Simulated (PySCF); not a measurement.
**CH3B (SMILES B[CH]) at 6 levels**

Aim: a comparison of 6 runs (U-r2SCAN/STO-3G, UPBE/STO-3G, USVWN5/STO-3G, UMP2/STO-3G, UCCSDT/STO-3G, UCISD/STO-3G) of CH3B. Input form: a Python script.

The calculation is run with PySCF 2.14.0.

8 further runs of the same task are left out: 8 set aside as unsound or not needed.

## Step 1: The molecule

CH3B: 5 atoms, total charge 0, spin state triplet. SMILES: `B[CH]`. The B1–H4 distance was set to 2.114 Å, away from the relaxed value. At this shape a bond of the SMILES string is far longer than usual.

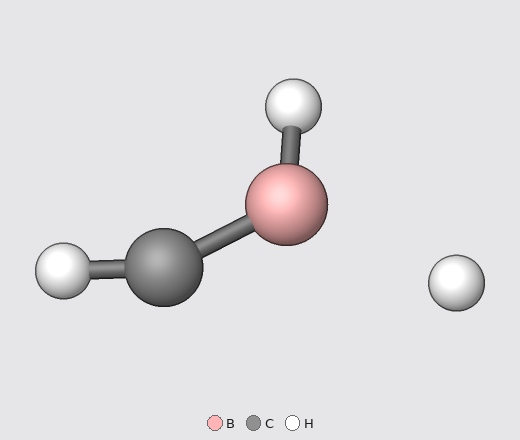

The structure, seen from a chosen angle (boron pink, carbon grey, hydrogen white).

## Step 2: The energy at U-r2SCAN/STO-3G (run 1)

mol.xyz reads:

```xyz
5

B      0.249314    -0.184318     0.616680
C      1.109304     0.996632     0.546070
H      0.293214    -0.901168     1.554860
H     -1.104620    -0.672740    -0.931370
H      1.859844     1.629932     0.965920
```

input.py reads:

```python
from pyscf import gto, dft

mol = gto.Mole()
mol.atom = 'mol.xyz'
mol.max_memory = 1860
mol.basis = 'sto-3g'
mol.spin = 2
mol.verbose = 3
mol.charge = 0
mol.build()

mf = dft.UKS(mol, xc='r2scan')
mf.grids.level = 5
mf.conv_tol = 1e-10
mf.kernel()
if not mf.converged:
    mf = mf.newton().run(mf.mo_coeff, mf.mo_occ)

energy = mf.e_tot
print('Final energy', energy)
```

The run is started by

```bash
OMP_NUM_THREADS=1 python input.py
```

The program printed:

```text
WARN: HOMO -0.133783209486469 >= LUMO -0.190681369350227

converged SCF energy = -63.6151558954702  <S^2> = 2.2181875  2S+1 = 3.1420932
Final energy -63.61515589547024
```

Run time: 6.9 s. Hardware: 1 thread of Arm Neoverse V2, shared host; peak memory 0.19 GiB.

## Step 3: A single-point energy at UPBE/STO-3G (run 2)

input.xyz reads:

```xyz
5
CH3B
B      0.249314    -0.184318     0.616680
C      1.109304     0.996632     0.546070
H      0.293214    -0.901168     1.554860
H     -1.104620    -0.672740    -0.931370
H      1.859844     1.629932     0.965920
```

calc.py reads:

```python
from pyscf import gto, dft

molecule = gto.Mole()
molecule.atom = 'input.xyz'
molecule.max_memory = 1860
molecule.verbose = 4
molecule.spin = 2
molecule.basis = 'sto-3g'
molecule.build()

mf = dft.UKS(molecule, xc='pbe')
mf.grids.level = 5
mf.conv_tol = 1e-10
mf.kernel()
if not mf.converged:
    mf = mf.newton().run(mf.mo_coeff, mf.mo_occ)

e_final = mf.e_tot
print(f'total energy: {e_final:.8f} hartree')
```

The run is started by

```bash
OMP_NUM_THREADS=1 python calc.py
```

The program printed:

```text
PySCF version 2.14.0

[... 57 lines left out ...]
WARN: HOMO -0.131399311163549 >= LUMO -0.188217138495655
[... 5 lines left out ...]
WARN: HOMO -0.0993379850459689 >= LUMO -0.10408704879175
[... 46 lines left out ...]
converged SCF energy = -63.5515824486996  <S^2> = 2.0669551  2S+1 = 3.0443095
total energy: -63.55158245 hartree
```

Run time: 2.9 s. Hardware: 1 thread of Arm Neoverse V2, shared host; peak memory 0.18 GiB.

## Step 4: The energy at USVWN5/STO-3G (run 3)

start.xyz reads:

```xyz
5

B      0.249314    -0.184318     0.616680
C      1.109304     0.996632     0.546070
H      0.293214    -0.901168     1.554860
H     -1.104620    -0.672740    -0.931370
H      1.859844     1.629932     0.965920
```

calc.py reads:

```python
from pyscf import gto, dft

mol = gto.M(
    atom='start.xyz',
    spin=2,
    verbose=4,
    charge=0,
    basis='sto-3g',
    max_memory=1860,
)

calc0 = dft.UKS(mol)
calc0.xc = 'svwn'
calc0.conv_tol = 1e-10
calc0.grids.level = 5
calc0.kernel()
if not calc0.converged:
    calc0 = calc0.newton().run(calc0.mo_coeff, calc0.mo_occ)

energy = calc0.e_tot
print('E(%s) = %.9f' % ('SVWN5', energy))
```

The run is started by

```bash
OMP_NUM_THREADS=1 python calc.py
```

The program printed:

```text
PySCF version 2.14.0

[... 62 lines left out ...]
[... the frontier-level lines of each cycle are left out ...]
[... 11 lines left out ...]
[... 11 lines left out ...]
[... 11 lines left out ...]
[... 11 lines left out ...]
[... 1 line left out ...]
cycle= 10 E= -62.9557910173494  delta_E= -2.11e-09  |g|= 6.34e-06  |ddm|= 0.000205


cycle= 11 E= -62.9557910174083  delta_E= -5.89e-11  |g|= 1.2e-06  |ddm|= 2.17e-05


Extra cycle  E= -62.9557910174077  delta_E= 5.4e-13  |g|= 1.75e-06  |ddm|= 5.46e-06
converged SCF energy = -62.9557910174077  <S^2> = 2.0364294  2S+1 = 3.0241887
E(SVWN5) = -62.955791017
```

Wall time 2.1 s (1 thread of Arm Neoverse V2, shared host); peak memory 0.13 GiB.

Runs 4 to 5 aren't shown in full; the table further down has their settings and results.

## Step 5: A single-point energy at UCISD/STO-3G (run 6)

input.xyz is that of step 3.

calc.py reads:

```python
from pyscf import gto, ci

mol = gto.M(
    atom='input.xyz',
    max_memory=1860,
    verbose=3,
    spin=2,
    charge=0,
    basis='sto-3g',
)

mf = mol.UHF()
mf.conv_tol = 1e-10
mf.kernel()
if not mf.converged:
    mf = mf.newton().run(mf.mo_coeff, mf.mo_occ)

cisd = ci.CISD(mf, frozen=2)
cisd.kernel()
energy = cisd.e_tot
print('E = %.10f Eh' % energy)
```

The run is started by

```bash
OMP_NUM_THREADS=1 python calc.py
```

The program printed:

```text
WARN: HOMO -0.02916065649505 >= LUMO -0.0891228689103073

converged SCF energy = -63.2388147603777  <S^2> = 2.6290712  2S+1 = 3.3935652
E(UCISD) = -63.32495336383749  E_corr = -0.08613860345981453
E = -63.3249533638 Eh
```

Wall time 0.68 s (1 thread of Arm Neoverse V2, shared host); peak memory 0.12 GiB.

## Step 6: All runs side by side

```tsv
run	level	integration grid	frozen core orbitals	energy (Eh)	dipole moment (D) of the reference	HOMO energy (eV)	LUMO energy (eV)	wall time
1	U-r2SCAN/STO-3G	5	–	-63.615156	1.34	-3.88	-1.89	6.9 s
2	UPBE/STO-3G	5	–	-63.551582	1.48	-3.18	-2.56	2.9 s
3	USVWN5/STO-3G	5	–	-62.955791	1.38	-2.86	-2.84	2.1 s
4	UMP2/STO-3G	–	2	-63.289439	0.72	-8.25	4.75	0.56 s
5	UCCSDT/STO-3G	–	2	-63.339154	0.72	-8.25	4.75	1.5 s
6	UCISD/STO-3G	–	2	-63.324953	0.72	-8.25	4.75	0.68 s
```

## Step 7: Summary of results

| quantity | value |
| --- | --- |
| run 6: total energy | -63.32495 Eh |
| run 6: dipole moment (Hartree–Fock density) | 0.72 D |
| run 6: HOMO energy (Hartree–Fock orbitals) (highest over α and β) | -8.25 eV |
| run 6: LUMO energy (Hartree–Fock orbitals) (lowest over α and β) | 4.75 eV |
| run 6: correlation energy (2 core orbitals frozen) | -86.1 mEh |
| run 6: ⟨S²⟩ of the reference determinant | 2.629 |

What this shows: Over runs 1, 2, 3 the dipole moment (its size) runs from 1.34 D (U-r2SCAN/STO-3G) to 1.48 D (UPBE/STO-3G). Totals of different functionals can't be ranked against each other. In runs 1, 2, 3, 4, 5, 6 the basis is minimal, so the values are rough. Spin contamination of the reference: run 4 ⟨S²⟩ = 2.63, run 5 ⟨S²⟩ = 2.63, run 6 ⟨S²⟩ = 2.63, run 1 ⟨S²⟩ = 2.22. Where it is this large, the reference is a mixture of spin states, and values that rest on it are in doubt. All runs together took 15 s, the longest 6.9 s.
